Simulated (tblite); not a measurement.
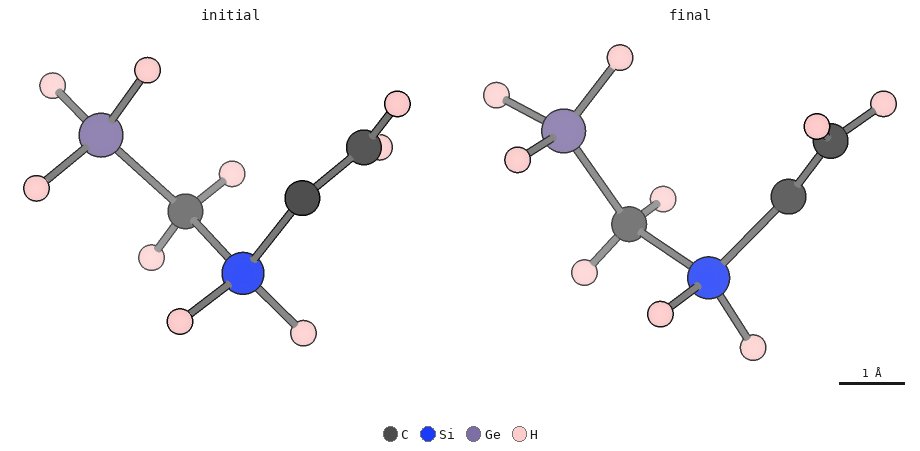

The structure of C3H9GeSi (multiplicity 2) before (left) and after (right) a relaxation, at one scale.

Style: ball-and-stick. Shown at a tilt.

Method: GFN2-xTB geometry optimisation, gas phase in tblite 0.8.0. 

> Summarise the run.

After 134 geometry steps the energy has fallen by 0.381 eV. The atom that moves furthest after the best rigid fit is an H atom (1.34 Å). Largest moves by element: H 1.34 Å, C 0.97 Å, Si 0.28 Å, Ge 0.11 Å. Near-neighbour distances that change, for instance: Ge–H 1.545 → 1.496 Å, C–C 1.328 → 1.291 Å, C–H 1.112 → 1.090 Å, C–Si 1.887 → 1.906 Å. Among the angles between lasting bonds that change: C–C–Si 122.2° → 160.4°, H–C–H 119.4° → 113.5°, C–Si–H 109.9° → 114.9°. Groups turn about C–C by about 180°.
